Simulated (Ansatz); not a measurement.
**WSe2: energy landscapes**

Aim: for WSe2, see what random moves of the atoms cost and map the energy as every W atom is pushed off its site.

Method: DFT r2SCAN, scalar-relativistic, plane waves, PAW, in Ansatz 0.2.0.

1 further run of the same task is left out (set aside as unsound or not needed).

**1. The structure to begin with**

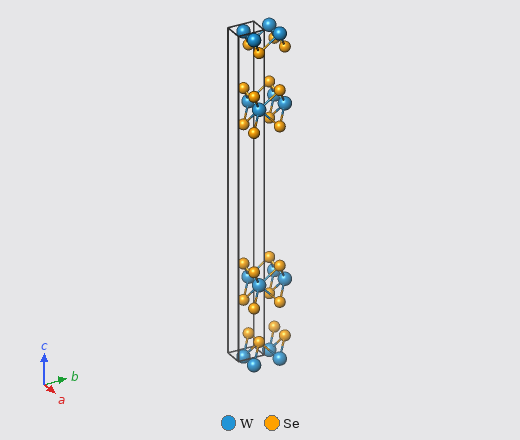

The starting structure, seen slightly off an axis (tungsten blue, selenium orange). 2×2×1 cells are drawn. Atoms on the faces are drawn again on the opposite ones.

As a file:

```xyz
9
Lattice="3.3144 0.0000 0.0000 -1.6572 2.8704 0.0000 0.0000 0.0000 29.8001" Properties=species:S:1:pos:R:3 pbc="T T T"
W     1.6572    0.9568    0.0000
W     0.0000    1.9136   22.9443
W     0.0000    1.9136    6.8558
Se    0.0000    1.9136    1.6621
Se    1.6572    0.9568   24.6065
Se    1.6572    0.9568    8.5168
Se    0.0000    1.9136   28.1380
Se    1.6572    0.9568   21.2833
Se    1.6572    0.9568    5.1936
```

It goes back to an entry of the Materials Project, which need not be the stable form.

This cell was relaxed beforehand with the same method: volume 31.50 Å³/atom, gap on the mesh 1.51 eV.

**2. The reference cell**

The reference gives a free energy of -64066.1254 eV, pressure 0.01 GPa, largest force 0.004 eV/Å and gap on the mesh 1.51 eV. It was computed beforehand with the settings of the runs below.

**3. Setting up rattled cells**

All atoms are moved at random with no net shift, in some cells together with a random strain.

**4. At rms move = 0.089 Å**

The input, input.yaml:

```yaml
crystal:
  lattice:
    - [3.4001804071, 0.2588581199, 0.1533876805]
    - [-1.4759124957, 2.5657926217, -0.2437979007]
    - [1.3791133912, -1.7348657227, 27.7464225411]
  atoms:
    - { symbol: W, position: [0.6788295584, 0.3394659016, -0.0014015672] }
    - { symbol: W, position: [0.3508788243, 0.6714198438, 0.7703249097] }
    - { symbol: W, position: [0.3225700745, 0.6530443207, 0.2297924273] }
    - { symbol: Se, position: [0.3470039189, 0.6535608906, 0.0538956566] }
    - { symbol: Se, position: [0.6706004435, 0.3483880586, 0.8256628517] }
    - { symbol: Se, position: [0.6541636707, 0.3296156487, 0.2855728653] }
    - { symbol: Se, position: [0.3183371564, 0.6287879218, 0.9459238517] }
    - { symbol: Se, position: [0.6250379913, 0.3312898886, 0.7145587637] }
    - { symbol: Se, position: [0.6992450286, 0.377760859, 0.1756702412] }
basis:
  ecutwfc: 500
kpoints:
  mp_grid: { grid: [12, 12, 1] }
hamiltonian:
  xc: r2scan
scf:
  occupations: { method: gaussian, width: 0.05 }
output:
  forces: true
  stress: true
  eigenvalues: true
```

The run is started by

```console
$ ansatz run input.yaml --threads 2 --pin off --max-ram 5120MiB --backend cpu --events-out ev --progress --plain --runs-dir out
```

Output, cut to the lines that bear on the results:

```text
Warning: RAYON_NUM_THREADS=2 ignored (pool sized by the plan → 2); use --threads N
[...]
Pseudopotentials: kind: paw
Pseudopotential: W, paw, valence charge 14, recommended cutoff 500 eV (meta_gga), W.paw.azcp
Pseudopotential: Se, paw, valence charge 16, recommended cutoff 500 eV (meta_gga), Se.paw.azcp
Functional definition: r2SCAN
[...]
Crystal: 9 atoms, lattice volume = 250.990 Å³
Basis set: ecut = 500 eV, 6401 PW (Γ), exchange–correlation on 100×96×864 points (64 copies of the dense FFT grid, shifted against one another)
Bands: 83, of which v1, the nominal top of the filled ones, is band 69 counted from 1 (68 counted from 0)
Symmetry: 1 space group operations
Space group: P1 (ITA 1), of the structure as read, at distance tolerance 6.3e-5 Å
k-points: 74 of 144 (time reversal used)
[...]
SCF iter   1: F=—  HF=-64058.011961 eV  |F-HF|=—  |Δ(HF+E_count)|=         —  Δρ=7.32e-3  dr2=1.45e-1  dr2_τ=3.08e-1  ethr=1.77e-3  ⟨swp⟩=7.6  Hψ=25121  notcnv=0  defer=51
[...]
SCF iter  10: F=-64058.270348 eV  HF=-64058.270348 eV  |F-HF|=5.98e-9  |Δ(HF+E_count)|=   1.13e-7  Δρ=2.39e-6  dr2=6.20e-8  dr2_τ=8.42e-10  ethr=7.25e-11  ⟨swp⟩=11.2  Hψ=26647  notcnv=0
[...]
SCF converged after 10 iterations
Free energy (F): -64058.270348 eV
[...]
E sigma→0 (E₀):  -64058.270348 eV
Fermi energy:    8.467675 eV
[...]
--- Forces (eV/Å), atoms counted from 1 ---
  atom   1  W      3.99727368    -1.07650115    -0.77022996
  atom   2  W     -7.45328906    -0.24691420     3.37620833
  atom   3  W     -3.44697996     0.09993543     1.48716378
  atom   4  Se    -5.08603806     3.16548293     5.67573058
  atom   5  Se     0.06258033     3.83246819     3.86858947
  atom   6  Se    -0.56308029     3.39541440     3.91441501
  atom   7  Se     0.99532467    -2.11196797    -4.83860024
  atom   8  Se     7.48710011    -3.61654870    -7.39936077
[...]
--- Stress (GPa, compression-positive) ---
       18.517744     -12.805668     -16.147528
      -12.805668      25.341015      16.951241
      -16.147528      16.951242      28.980536
  P = ⅓ Tr σ = 24.2798 GPa (242.798 kbar)
--- Band table (eV; the first three rows and the last of 74) ---
[...]
```

Wall time 2.7 min (2 threads of Arm Neoverse V2, shared host); peak memory 1.8 GiB.

**5. rms move = 0.268 Å**

The input, input.yaml:

```yaml
crystal:
  lattice:
    - [3.4887929178, -0.0718206216, 0.0238195575]
    - [-1.8065949417, 2.9314770265, -0.012485206]
    - [0.21416238, -0.005974056, 30.475079582]
  atoms:
    - { symbol: W, position: [0.6797557587, 0.311357113, 0.0008442671] }
    - { symbol: W, position: [0.4390242471, 0.6855606694, 0.7706269775] }
    - { symbol: W, position: [0.2600768368, 0.6115118647, 0.2209819373] }
    - { symbol: Se, position: [0.3244600825, 0.733218719, 0.0583206217] }
    - { symbol: Se, position: [0.5571001585, 0.2190949933, 0.8263408402] }
    - { symbol: Se, position: [0.6892076168, 0.3540321862, 0.2942828305] }
    - { symbol: Se, position: [0.2963582375, 0.6626205881, 0.9477631693] }
    - { symbol: Se, position: [0.750007433, 0.3693414377, 0.7112340467] }
    - { symbol: Se, position: [0.6706762959, 0.3865957619, 0.1696053096] }
basis:
  ecutwfc: 500
kpoints:
  mp_grid: { grid: [12, 12, 1] }
hamiltonian:
  xc: r2scan
scf:
  occupations: { method: gaussian, width: 0.05 }
output:
  forces: true
  stress: true
  eigenvalues: true
```

The run is started by

```console
$ ansatz run input.yaml --threads 2 --pin off --max-ram 5120MiB --backend cpu --events-out ev --progress --plain --runs-dir out
```

Output, cut to the lines that bear on the results:

```text
Warning: RAYON_NUM_THREADS=2 ignored (pool sized by the plan → 2); use --threads N
[...]
Pseudopotentials: kind: paw
Pseudopotential: W, paw, valence charge 14, recommended cutoff 500 eV (meta_gga), W.paw.azcp
Pseudopotential: Se, paw, valence charge 16, recommended cutoff 500 eV (meta_gga), Se.paw.azcp
Functional definition: r2SCAN
[...]
Crystal: 9 atoms, lattice volume = 307.709 Å³
Basis set: ecut = 500 eV, 7791 PW (Γ), exchange–correlation on 108×108×900 points (64 copies of the dense FFT grid, shifted against one another)
Bands: 83, of which v1, the nominal top of the filled ones, is band 69 counted from 1 (68 counted from 0)
Symmetry: 1 space group operations
Space group: P1 (ITA 1), of the structure as read, at distance tolerance 6.8e-5 Å
k-points: 74 of 144 (time reversal used)
[...]
SCF converged after 14 iterations
Free energy (F): -64061.361570 eV
[...]
E sigma→0 (E₀):  -64061.361560 eV
Entropy (-TS):   -0.000019 eV (-0.002 meV/atom)
Fermi energy:    5.869128 eV
[...]
--- Forces (eV/Å), atoms counted from 1 ---
  atom   1  W     -3.14669092     2.23532840     1.22413777
  atom   2  W     -2.55752338    -2.26914984    -2.97207104
  atom   3  W      0.95072415     2.61832196     4.64663598
  atom   4  Se     1.04143858    -1.87942557    -0.58561039
  atom   5  Se     1.53899903     2.35237650     0.82522960
  atom   6  Se    -0.14891759    -0.57736297    -3.97102776
  atom   7  Se     2.10733767    -0.37133548    -0.68079817
  atom   8  Se     1.01923154    -0.07363855     2.17754045
[...]
--- Stress (GPa, compression-positive) ---
       -5.935707       1.438687       0.004945
        1.438687      -2.879189       1.730610
        0.004945       1.730610      -5.432149
  P = ⅓ Tr σ = -4.7490 GPa (-47.490 kbar)
--- Band table (eV; the first three rows and the last of 74) ---
[...]
```

It took 3.4 min on 2 threads of Arm Neoverse V2, shared host; peak memory 2.2 GiB.

**6. Results of the scan**

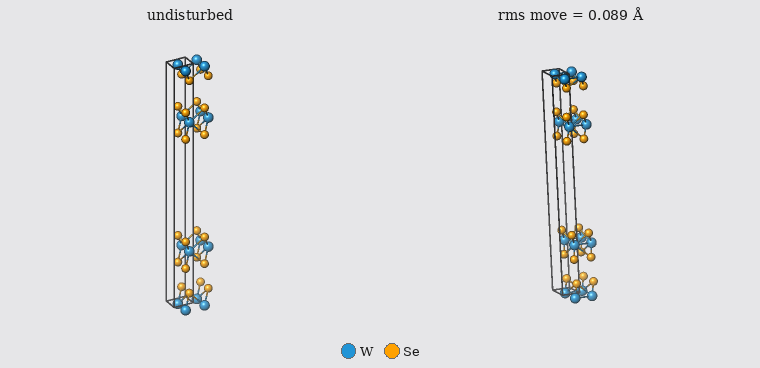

The undisturbed cell and the costliest point of the scan, at one scale, with neighbouring cells.

Collected from the runs (energy zero: the undisturbed cell):

```tsv
rms move (Å)	ΔE (meV/atom)	largest force (eV/Å)	shortest distance (Å)	pressure (GPa)	gap on the mesh (eV)
0.000	0.0	0.00	2.53	0.0	1.51
0.089	872.8	11.13	2.09	24.3	0.48
0.268	529.3	5.42	2.36	-4.7	0.19
```

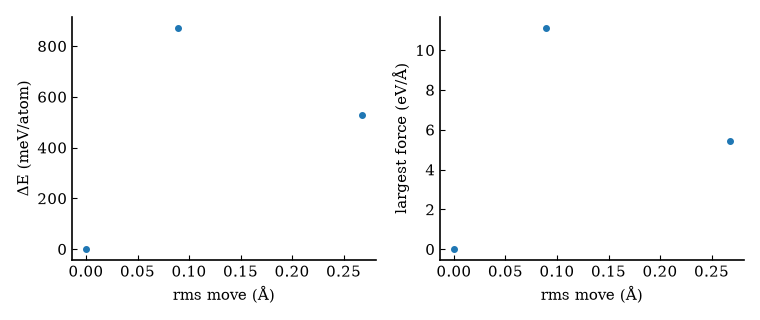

ΔE and largest force along the scan.

**7. Setting up shifting one sublattice**

Every W atom is moved by x along the Cartesian unit vector (0.000, -0.755, 0.656); the cell and all other atoms stay fixed. Forces below are components along that vector, summed over the moved atoms.

**8. x = -0.100 Å**

The input, input.yaml:

```yaml
crystal:
  lattice:
    - [3.3144241918, 0.0, 0.0]
    - [-1.6572120959, 2.870375549, 0.0]
    - [0.0, 0.0, 29.8000906678]
  atoms:
    - { symbol: W, position: [0.679817949, 0.3596358979, -0.0022004801] }
    - { symbol: W, position: [0.3464846156, 0.6929692313, 0.7677390466] }
    - { symbol: W, position: [0.3464846156, 0.6929692313, 0.2278599932] }
    - { symbol: Se, position: [0.3333333333, 0.6666666667, 0.0557735253] }
    - { symbol: Se, position: [0.6666666667, 0.3333333333, 0.8257181835] }
    - { symbol: Se, position: [0.6666666667, 0.3333333333, 0.2857987555] }
    - { symbol: Se, position: [0.3333333333, 0.6666666667, 0.9442264747] }
    - { symbol: Se, position: [0.6666666667, 0.3333333333, 0.7142012445] }
    - { symbol: Se, position: [0.6666666667, 0.3333333333, 0.1742818165] }
basis:
  ecutwfc: 500
kpoints:
  mp_grid: { grid: [12, 12, 1] }
hamiltonian:
  xc: r2scan
scf:
  occupations: { method: gaussian, width: 0.05 }
output:
  forces: true
  stress: true
  eigenvalues: true
```

The run is started by

```console
$ ansatz run input.yaml --threads 2 --pin off --max-ram 5120MiB --backend cpu --events-out ev --progress --plain --runs-dir out
```

Output, cut to the lines that bear on the results:

```text
Warning: RAYON_NUM_THREADS=2 ignored (pool sized by the plan → 2); use --threads N
[...]
Pseudopotentials: kind: paw
Pseudopotential: W, paw, valence charge 14, recommended cutoff 500 eV (meta_gga), W.paw.azcp
Pseudopotential: Se, paw, valence charge 16, recommended cutoff 500 eV (meta_gga), Se.paw.azcp
Functional definition: r2SCAN
[...]
Crystal: 9 atoms, lattice volume = 283.507 Å³
Basis set: ecut = 500 eV, 7129 PW (Γ), exchange–correlation on 100×100×900 points (64 copies of the dense FFT grid, shifted against one another)
Bands: 83, of which v1, the nominal top of the filled ones, is band 69 counted from 1 (68 counted from 0)
Symmetry: 2 space group operations
Space group: Cm (ITA 8), of the structure as read, at distance tolerance 6.6e-5 Å
k-points: 43 of 144 (time reversal used)
[...]
SCF converged after 11 iterations
Free energy (F): -64065.770994 eV
[...]
E sigma→0 (E₀):  -64065.770994 eV
Fermi energy:    6.961521 eV
[...]
--- Forces (eV/Å), atoms counted from 1 ---
  atom   1  W      0.00000000    -1.40914874     1.93906372
  atom   2  W      0.00000000    -1.47229312     1.95041515
  atom   3  W      0.00000000    -1.47103870     1.94856071
  atom   4  Se     0.00000000     0.60959792    -0.83759898
  atom   5  Se     0.00000000     0.62273567    -0.83577958
  atom   6  Se     0.00000000     0.62587076    -0.84259086
  atom   7  Se     0.00000000     0.79975570    -1.10146559
  atom   8  Se     0.00000000     0.84931592    -1.11420526
[...]
--- Stress (GPa, compression-positive) ---
        0.119245       0.000000       0.000000
        0.000000       0.691938      -0.434954
        0.000000      -0.434954       0.537096
  P = ⅓ Tr σ = 0.4494 GPa (4.494 kbar)
--- Band table (eV; the first three rows and the last of 43) ---
[...]
```

Run time: 1.7 min. Hardware: 2 threads of Arm Neoverse V2, shared host; peak memory 1.5 GiB.

**9. Point x = 0.075 Å**

Changes to input.yaml since step 8:

```diff
@@ -6,5 +6,5 @@
   atoms:
-    - { symbol: W, position: [0.679817949, 0.3596358979, -0.0022004801] }
-    - { symbol: W, position: [0.3464846156, 0.6929692313, 0.7677390466] }
-    - { symbol: W, position: [0.3464846156, 0.6929692313, 0.2278599932] }
+    - { symbol: W, position: [0.6568032049, 0.3136064099, 0.0016503601] }
+    - { symbol: W, position: [0.3234698716, 0.6469397432, 0.7715898868] }
+    - { symbol: W, position: [0.3234698716, 0.6469397432, 0.2317108334] }
     - { symbol: Se, position: [0.3333333333, 0.6666666667, 0.0557735253] }
```

The run is started by

```console
$ ansatz run input.yaml --threads 2 --pin off --max-ram 5120MiB --backend cpu --events-out ev --progress --plain --runs-dir out
```

Output, cut to the lines that bear on the results:

```text
Warning: RAYON_NUM_THREADS=2 ignored (pool sized by the plan → 2); use --threads N
[...]
Pseudopotentials: kind: paw
Pseudopotential: W, paw, valence charge 14, recommended cutoff 500 eV (meta_gga), W.paw.azcp
Pseudopotential: Se, paw, valence charge 16, recommended cutoff 500 eV (meta_gga), Se.paw.azcp
Functional definition: r2SCAN
[...]
Crystal: 9 atoms, lattice volume = 283.507 Å³
Basis set: ecut = 500 eV, 7129 PW (Γ), exchange–correlation on 100×100×900 points (64 copies of the dense FFT grid, shifted against one another)
Bands: 83, of which v1, the nominal top of the filled ones, is band 69 counted from 1 (68 counted from 0)
Symmetry: 2 space group operations
Space group: Cm (ITA 8), of the structure as read, at distance tolerance 6.6e-5 Å
k-points: 43 of 144 (time reversal used)
[...]
SCF converged after 10 iterations
Free energy (F): -64065.926980 eV
[...]
E sigma→0 (E₀):  -64065.926980 eV
Fermi energy:    6.967015 eV
[...]
--- Forces (eV/Å), atoms counted from 1 ---
  atom   1  W      0.00000000     1.09261916    -1.45210951
  atom   2  W      0.00000000     1.06366266    -1.45690908
  atom   3  W      0.00000000     1.06426042    -1.45757076
  atom   4  Se     0.00000000    -0.60763249     0.80078534
  atom   5  Se     0.00000000    -0.58524247     0.79820885
  atom   6  Se     0.00000000    -0.58792581     0.80392631
  atom   7  Se     0.00000000    -0.48488721     0.65129128
  atom   8  Se     0.00000000    -0.47855037     0.65871645
[...]
--- Stress (GPa, compression-positive) ---
        0.461452       0.000000       0.000000
        0.000000       0.006048      -0.230162
        0.000000      -0.230162       0.290798
  P = ⅓ Tr σ = 0.2528 GPa (2.528 kbar)
--- Band table (eV; the first three rows and the last of 43) ---
[...]
```

Run time: 1.7 min. Hardware: 2 threads of Arm Neoverse V2, shared host; peak memory 1.5 GiB.

**10. At x = -0.050 Å**

Changes to input.yaml since step 9:

```diff
@@ -6,5 +6,5 @@
   atoms:
-    - { symbol: W, position: [0.6568032049, 0.3136064099, 0.0016503601] }
-    - { symbol: W, position: [0.3234698716, 0.6469397432, 0.7715898868] }
-    - { symbol: W, position: [0.3234698716, 0.6469397432, 0.2317108334] }
+    - { symbol: W, position: [0.6732423078, 0.3464846156, -0.0011002401] }
+    - { symbol: W, position: [0.3399089745, 0.679817949, 0.7688392866] }
+    - { symbol: W, position: [0.3399089745, 0.679817949, 0.2289602332] }
     - { symbol: Se, position: [0.3333333333, 0.6666666667, 0.0557735253] }
@@ -27 +27,5 @@
   eigenvalues: true
+  write_density: true
+  write_potential: true
+  elf: true
+  volumetric_format: npy
```

The run is started by

```console
$ ansatz run input.yaml --threads 2 --pin off --max-ram 5120MiB --backend cpu --events-out ev --progress --plain --runs-dir out
```

Output, cut to the lines that bear on the results:

```text
Warning: RAYON_NUM_THREADS=2 ignored (pool sized by the plan → 2); use --threads N
[...]
Pseudopotentials: kind: paw
Pseudopotential: W, paw, valence charge 14, recommended cutoff 500 eV (meta_gga), W.paw.azcp
Pseudopotential: Se, paw, valence charge 16, recommended cutoff 500 eV (meta_gga), Se.paw.azcp
Functional definition: r2SCAN
[...]
Crystal: 9 atoms, lattice volume = 283.507 Å³
Basis set: ecut = 500 eV, 7129 PW (Γ), exchange–correlation on 100×100×900 points (64 copies of the dense FFT grid, shifted against one another)
Bands: 83, of which v1, the nominal top of the filled ones, is band 69 counted from 1 (68 counted from 0)
Symmetry: 2 space group operations
Space group: Cm (ITA 8), of the structure as read, at distance tolerance 6.6e-5 Å
k-points: 43 of 144 (time reversal used)
[...]
SCF iter   1: F=—  HF=-64065.849752 eV  |F-HF|=—  |Δ(HF+E_count)|=         —  Δρ=4.60e-3  dr2=6.95e-2  dr2_τ=1.32e-1  ethr=1.77e-3  ⟨swp⟩=7.8  Hψ=13784  notcnv=0  defer=6
[...]
WARN: The output density's exchange-correlation potential varies sharply where the density is thin. Do not read a vacuum level from v_tot or v_xc, or from such a field of the output density. On a cell that repeats whose density bears no net charge and no dipole along the vacuum's axis use [...]
SCF converged after 9 iterations
Free energy (F): -64066.037072 eV
[...]
E sigma→0 (E₀):  -64066.037072 eV
Fermi energy:    6.973707 eV
[...]
--- Forces (eV/Å), atoms counted from 1 ---
  atom   1  W      0.00000000    -0.70986400     0.96608025
  atom   2  W      0.00000000    -0.72602752     0.97009418
  atom   3  W      0.00000000    -0.72572844     0.97020580
  atom   4  Se     0.00000000     0.33025283    -0.45236720
  atom   5  Se     0.00000000     0.33534750    -0.45268925
  atom   6  Se     0.00000000     0.33698472    -0.45611847
  atom   7  Se     0.00000000     0.37966377    -0.51368156
  atom   8  Se     0.00000000     0.39061194    -0.51763714
[...]
--- Stress (GPa, compression-positive) ---
       -0.026718       0.000000       0.000000
        0.000000       0.255098      -0.106579
        0.000000      -0.106579       0.120768
  P = ⅓ Tr σ = 0.1164 GPa (1.164 kbar)
--- Band table (eV; the first three rows and the last of 43) ---
[...]
```

It took 2.3 min on 2 threads of Arm Neoverse V2, shared host; peak memory 1.6 GiB.

The maps below are laid out on this run's own conventional cell (a, b, c = 5.741, 3.314, 29.800 Å).

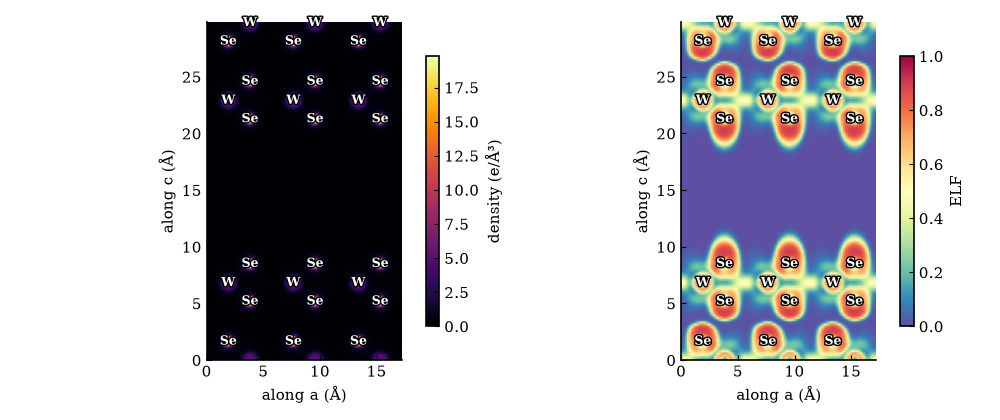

Density (left) and ELF (right) in a lattice plane of the grid's cell (edges 5.74 and 29.80 Å, at 0.000 of the third edge), which holds W and Se. Only atoms in the plane are labelled; the density scale stops at 19.80 e/Å³. Both are smooth fields of the valence electrons: close to the nuclei they are not physical.

Outside the cores ELF peaks at 0.90 beside Se, off the lines to its neighbours, 1.1 Å from Se; 0.80 on the Se–W line, 0.9 Å from Se; 0.52 between the atoms, 1.9 Å from W.

**11. All points together**

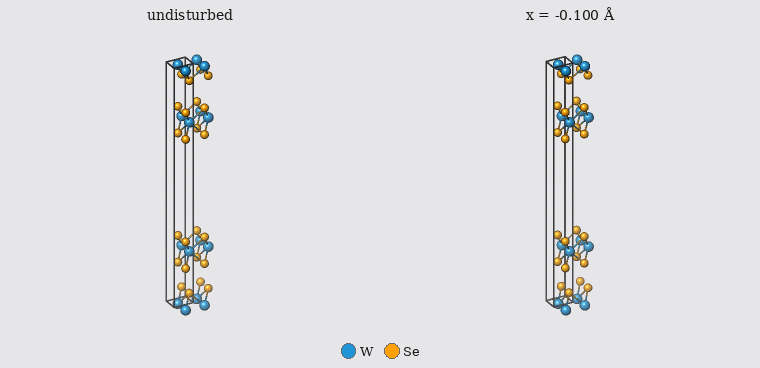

The undisturbed cell and the costliest point of the scan, at one scale, with neighbouring cells.

All points in order; energies are free energies above the reference cell:

```tsv
x (Å)	ΔE (meV/cell)	force on the moved atoms (eV/Å)	pressure (GPa)	gap on the mesh (eV)
-0.100	354.4	7.114	0.4	1.38
-0.050	88.3	3.538	0.1	1.46
0.000	0.0	0.000	0.0	1.51
0.075	198.4	-5.295	0.3	1.43
```

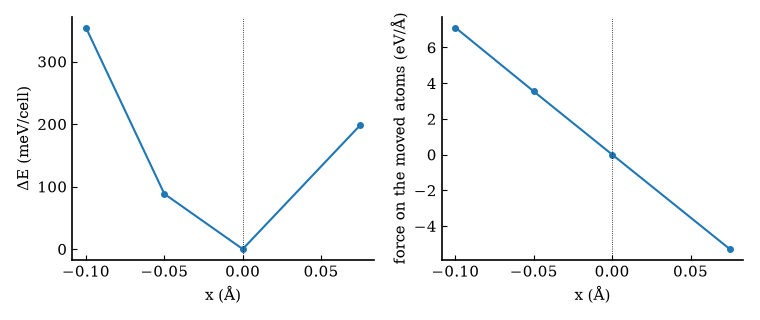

ΔE and force on the moved atoms along the scan.

**12. Summary of results**

| quantity | value |
| --- | --- |
| costliest cell (rattled cells) | 872.8 meV/atom at an rms move of 0.089 Å |
| force constant along x, from the points at -0.050, 0 and 0.075 Å (shifting one sublattice) | 70.69 eV/Å² for the 3 moved atoms together |

**Reading.** Rattled cells: the cost runs from 529.3 to 872.8 meV/atom. Energy over the square of the rms move lies between 7.4 and 109.2 eV/Å² per atom; a harmonic solid under isotropic random moves would keep it roughly constant, while strain and close contacts change it. The gap on the mesh stays between 0.19 and 1.51 eV. Shifting one sublattice: the restoring force grows by 70.69 eV/Å per Å near the site for the 3 atoms together, 23.56 on average. No sampled point lies below the undisturbed cell. The gap on the mesh stays between 1.38 and 1.51 eV. These runs have no spin-orbit coupling; with W it would split and shift bands. The cell holds empty space of several Å, a single layer or slab in vacuum, so volume, pressure and the long edge depend on that space.
